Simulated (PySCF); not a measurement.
Single-point calculation, with input and output: WO₂F₂

The run: single-point calculation of WO₂F₂ (W(O)2(F)2). Method and program: RKS TPSS, W def2-SVP with ECP60, O def2-SVP, F def2-SVP; non-relativistic Hamiltonian with a scalar-relativistic core potential; density fitting (PySCF 2.14.0).

It belongs to a series of runs on one base structure; here: finer grid at the relaxed geometry.

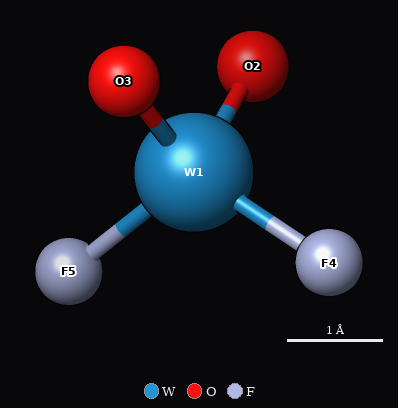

Figure 1. The structure as given in the input (ball-and-stick view, seen at a tilt; atoms are numbered from 1 in the order of the input). Sticks mark near contacts.

Results in brief:

```tsv
quantity	value
outcome	converged
total energy	−417.222258 hartree
HOMO	−8.15 eV
LUMO	−3.39 eV
largest force (length of the vector)	0.058 eV/Å
dipole moment	1.76 D
hardware	2 threads of Arm Neoverse V1, 24 GiB of memory available, shared host
wall time	16 s (CPU time 32 s)
peak memory	0.8 GiB
```

Input file:
```python
mol = gto.M(atom='''
W     -0.00000     0.00000    -0.02697
O      0.96683     0.96683     1.00946
O     -0.96683    -0.96683     1.00946
F      1.11821    -1.11821    -1.02668
F     -1.11821     1.11821    -1.02668''',
    basis={'W': 'def2-SVP', 'O': 'def2-SVP', 'F': 'def2-SVP'},
    ecp={'W': 'def2-SVP'},
    charge=0, spin=0)
mf = dft.RKS(mol, xc='TPSS')
mf.grids.atom_grid = (75, 302)  # f atoms: at least (60, 302), unpruned
mf = mf.density_fit()  # W def2-universal-JKFIT, O def2-universal-JKFIT, F def2-universal-JKFIT
mf.conv_tol = 1e-09; mf.max_cycle = 55
mf.kernel(dm0)
```

The script is an equivalent of the set-up of the self-consistent field. The run itself was carried out by a driver, which started from the orbitals of the step before it where there was one and computed the further properties.

Command:
```bash
OMP_NUM_THREADS=2 python <driver script>
```

Log:
```
init E= -417.222256226751
  HOMO = -0.299390151816997  LUMO = -0.124570245610004  gap/eV = 4.75709
cycle= 1 E= -417.222257194903  delta_E= -9.68e-07  |g|= 0.00163  |ddm|= 0.00671
  HOMO = -0.299152256909142  LUMO = -0.124723680048953  gap/eV = 4.74644
cycle= 2 E= -417.222247503986  delta_E= 9.69e-06  |g|= 0.0071  |ddm|= 0.00578
  HOMO = -0.299371544900424  LUMO = -0.124622303740023  gap/eV = 4.75517
cycle= 3 E= -417.222257679461  delta_E= -1.02e-05  |g|= 0.000428  |ddm|= 0.00486
  HOMO = -0.299371900213487  LUMO = -0.124619648955159  gap/eV = 4.75525
cycle= 4 E= -417.222257702825  delta_E= -2.34e-08  |g|= 0.000211  |ddm|= 0.000377
  HOMO = -0.299357056296493  LUMO = -0.124613603497126  gap/eV = 4.75501
cycle= 5 E= -417.222257709261  delta_E= -6.44e-09  |g|= 0.000113  |ddm|= 0.000192
  HOMO = -0.299359534146117  LUMO = -0.124611922898552  gap/eV = 4.75512
cycle= 6 E= -417.222257711705  delta_E= -2.44e-09  |g|= 1.9e-05  |ddm|= 8.41e-05
  HOMO = -0.299360719289457  LUMO = -0.124614036940116  gap/eV = 4.75510
cycle= 7 E= -417.222257711782  delta_E= -7.66e-11  |g|= 1.15e-06  |ddm|= 1.69e-05
  HOMO = -0.299360411657378  LUMO = -0.124613758464583  gap/eV = 4.75510
Extra cycle  E= -417.222257711785  delta_E= -2.73e-12  |g|= 1.15e-06  |ddm|= 2.08e-06
converged SCF energy = -417.222257711785
```

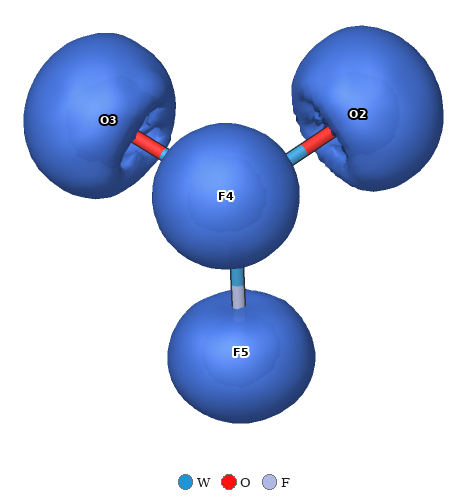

Figure 2. Isosurface of the electron localisation function at 0.75 (blue), seen at an oblique angle. Only the valence region is drawn (cores and ρ < 0.01 e/Å³ removed). Profiles from the grid: W–O (1.72 Å): the ELF is about 0.35 at the midpoint. W–F (1.87 Å): the ELF peaks at about 0.80 in the valence shell of F, 0.5 Å from its nucleus, and drops to about 0.20 between the two atoms.

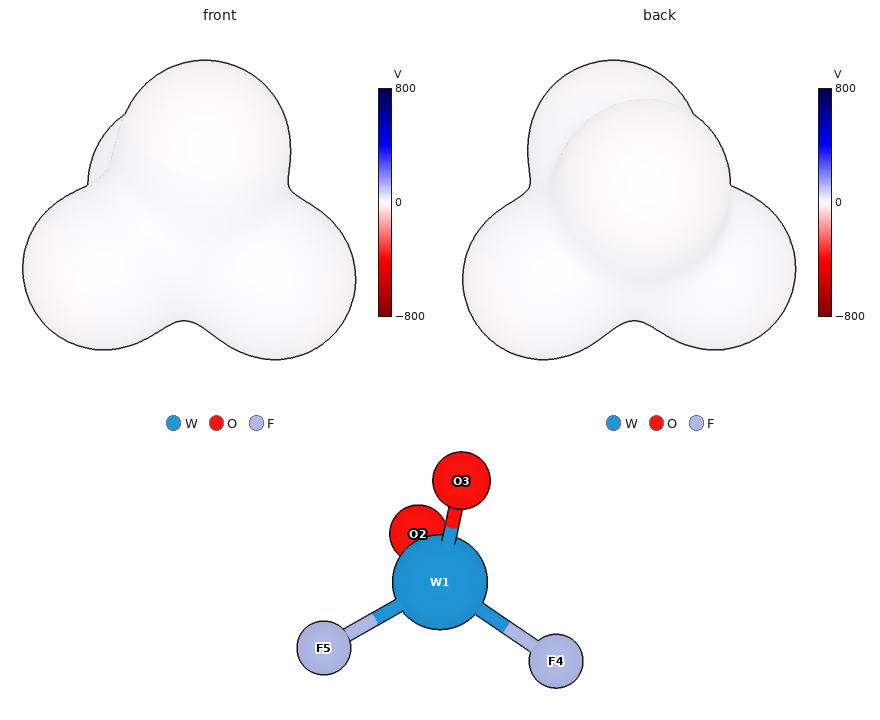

Figure 3. The molecular electrostatic potential painted on the density surface at 0.004 e/bohr³, seen at a tilt and from behind; the colour scale runs from red (negative) to blue (positive). The bare structure is drawn below in the same view.
